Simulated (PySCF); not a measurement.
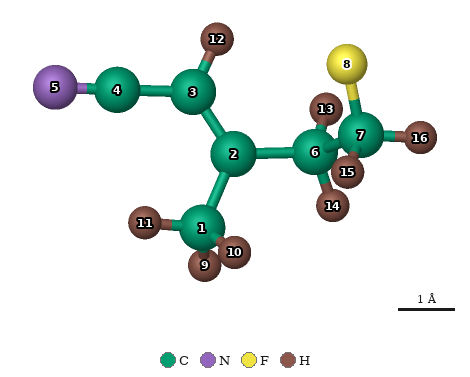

**Figure 1.** The structure as given in the input (ball-and-stick view, seen at a tilt; atoms are numbered from 1 in the order of the input). Bond lengths as drawn: C–C 1.34 to 1.53 Å, C–F 1.37 Å, C–H 1.08 to 1.09 Å and C–N 1.15 Å.

Excited-state calculation, with input and output: C₆H₈FN

The run: excited-state calculation of C₆H₈FN. Method and program: TDDFT CAM-B3LYP/def2-SVPD, vertical, gas phase, core orbitals frozen in the response (PySCF 2.14.0).

The geometry comes from this level: GFN2-xTB.

### Log
```
coarse grid: 13624 points
cycle   1  E = -387.4031118805  dE =  1.130e+00  |g| = 6.266e-01  |ddm| = 8.125e+00
cycle   2  E = -387.3123358368  dE =  9.078e-02  |g| = 9.608e-01  |ddm| = 2.042e+00
cycle   3  E = -387.4924383297  dE = -1.801e-01  |g| = 1.111e-01  |ddm| = 1.249e+00
cycle   4  E = -387.4942799270  dE = -1.842e-03  |g| = 6.895e-02  |ddm| = 2.483e-01
cycle   5  E = -387.4952083732  dE = -9.284e-04  |g| = 1.319e-02  |ddm| = 1.002e-01
cycle   6  E = -387.4952440792  dE = -3.571e-05  |g| = 3.103e-03  |ddm| = 3.083e-02
cycle   7  E = -387.4952466842  dE = -2.605e-06  |g| = 9.082e-04  |ddm| = 8.804e-03
final grid: 132824 points
cycle   8  E = -387.5645359786  dE = -4.035e-05  |g| = 4.633e-03  |ddm| = 1.386e-01
cycle   9  E = -387.5645348618  dE =  1.117e-06  |g| = 5.481e-03  |ddm| = 2.330e-02
cycle  10  E = -387.5645406940  dE = -5.832e-06  |g| = 5.916e-04  |ddm| = 8.153e-03
cycle  11  E = -387.5645407595  dE = -6.544e-08  |g| = 2.519e-04  |ddm| = 1.305e-03
cycle  12  E = -387.5645407685  dE = -9.082e-09  |g| = 1.448e-04  |ddm| = 5.863e-04
cycle  13  E = -387.5645407731  dE = -4.527e-09  |g| = 2.075e-05  |ddm| = 2.212e-04
cycle  14  E = -387.5645407732  dE = -1.053e-10  |g| = 7.406e-06  |ddm| = 6.651e-05
```

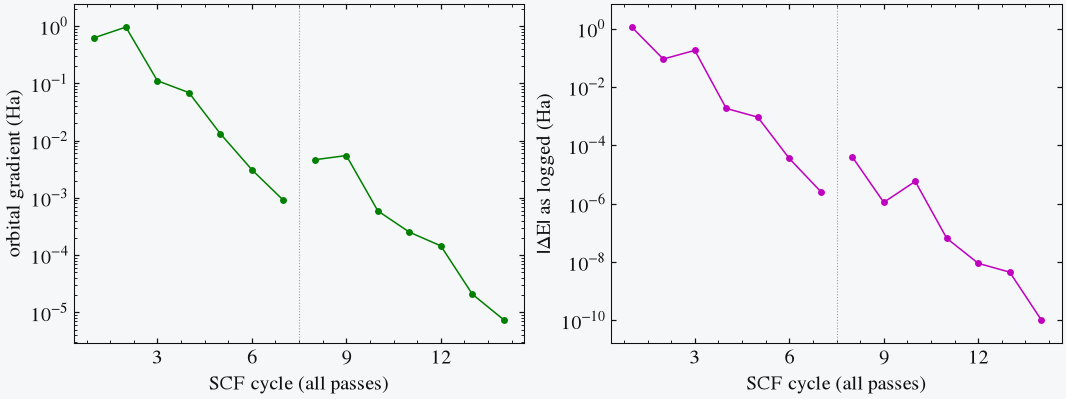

**Figure 2.** Convergence of the self-consistent field: orbital gradient and size of the energy change against the SCF cycle. The dotted line marks the change from a coarse to the final integration grid. The first 7 cycles use a coarse grid, the final grid takes over at cycle 8, and the field converges after 14 cycles in all.

```
converged SCF energy = -387.5645407732

Static polarisability (au): isotropic 78.046, principal 58.366 70.987 104.784

Singlet excitations
state   eV       nm        f      main configurations
  1   6.1106    202.9   0.44181   H->L 0.93
  2   6.6670    186.0   0.00116   H-1->L 0.83
  3   6.9420    178.6   0.00286   H->L+5 0.32, H->L+2 0.22, H->L+1 0.18
  4   7.4037    167.5   0.00025   H->L+1 0.63, H->L+5 0.20, H->L+3 0.10
  5   7.6385    162.3   0.01339   H-2->L 0.75, H-6->L 0.13
  6   8.0990    153.1   0.03243   H->L+2 0.25, H-5->L 0.17, H-3->L 0.13
  7   8.1464    152.2   0.03020   H->L+2 0.33, H-3->L 0.14, H->L+4 0.12
  8   8.2214    150.8   0.01740   H-4->L 0.65, H-3->L 0.15

Triplet excitations (Tamm-Dancoff, eV): 3.6808 6.2169 6.4678
```

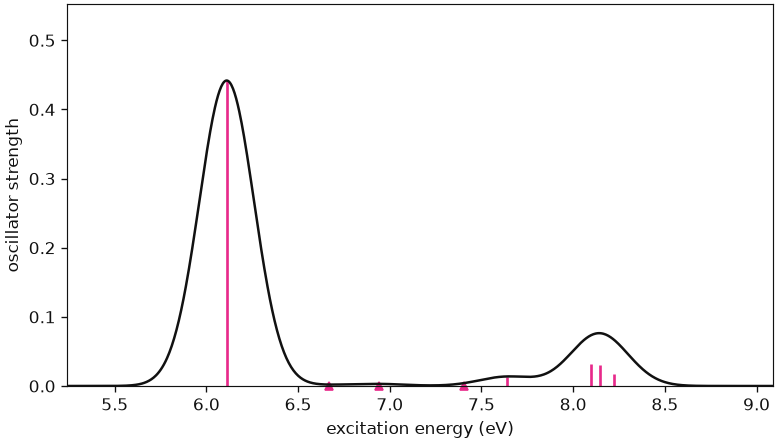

**Figure 3.** Computed excitations as sticks (degenerate states added up, dark ones marked on the axis), with a Gaussian envelope of 0.35 eV full width at half maximum, scaled to the tallest. Of the 8 states the lowest lies at 6.11 eV (f = 0.442); the strongest line is at 6.11 eV, or 203 nm (f = 0.442).

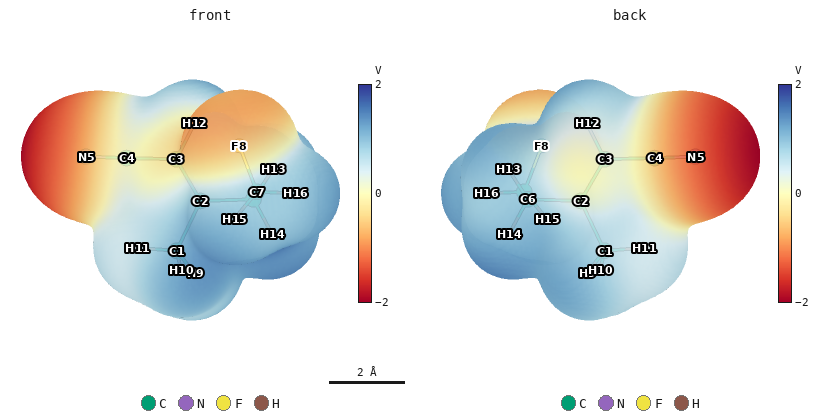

**Figure 4.** The molecular electrostatic potential painted on the density surface at 0.002 e/bohr³, seen at a tilt and from behind; red is negative and blue positive. Its dipole moment is 5.67 D.

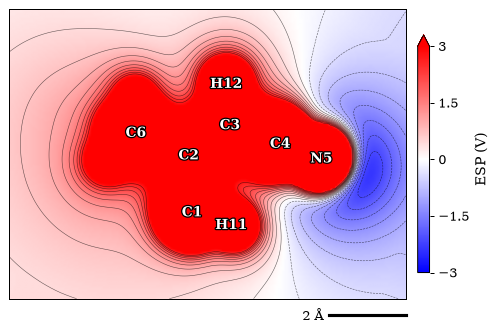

**Figure 5.** Molecular electrostatic potential on the plane of atoms C4, C3 and H12. The section cuts through C, N and H sites.

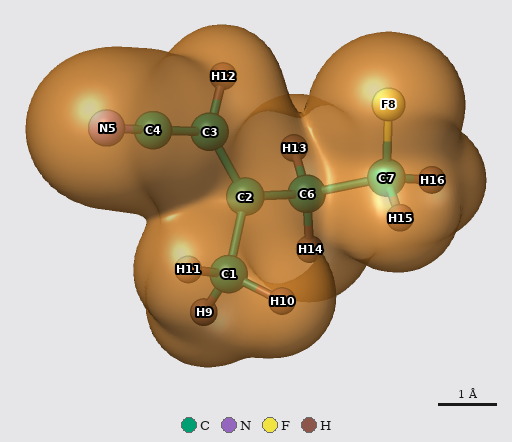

**Figure 6.** Isosurface of the electron density at 0.05 e/Å³ (orange), seen at a tilt. At this value the surface is in one piece. On the grid the lowest density along these lines, outside the cores, is 3.3 e/Å³ (C–N, 1.15 Å), 2.3 e/Å³ (C–C, 1.34 Å), 1.6 e/Å³ (C–F, 1.37 Å) and 1.9 e/Å³ (C–H, 1.08 Å).

The run was set up as follows.

### The input
```
{"job": {"kind": "uv", "xc": "CAM-B3LYP", "basis": "def2-SVPD", "nstates": 8, "ntriplets": 3}, "charge": 0, "multiplicity": 1}
C     -0.968693    -1.345711     0.223496
C     -0.378815    -0.069889    -0.280112
C     -1.065471     1.076701    -0.335159
C     -2.405471     1.195018     0.072981
N     -3.500798     1.305701     0.397582
C      1.063585    -0.118177    -0.701568
C      1.989233     0.234134     0.464345
F      1.814878     1.544566     0.829658
H     -1.006991    -2.079225    -0.582715
H     -0.350786    -1.763746     1.018049
H     -1.975591    -1.190308     0.602254
H     -0.612183     1.990350    -0.696628
H      1.248779     0.593954    -1.508069
H      1.323341    -1.119736    -1.046072
H      1.776698    -0.371008     1.351500
H      3.040686     0.126320     0.179047
```

The first line tells a small driver script what to run in PySCF; the rest is the geometry in Å.

Launched with:
```bash
OMP_NUM_THREADS=1 python <driver script> task.json out
```

### Key numbers

- outcome: converged
- total energy: −387.564541 hartree
- HOMO: −9.01 eV
- LUMO: −0.20 eV
- dipole moment: 5.67 D
- mean polarisability: 78.05 a.u.
- lowest singlet excitation: 6.11 eV
- hardware: 1 CPU thread, shared host
- wall time: 1.7 min
- peak memory: 1 GiB
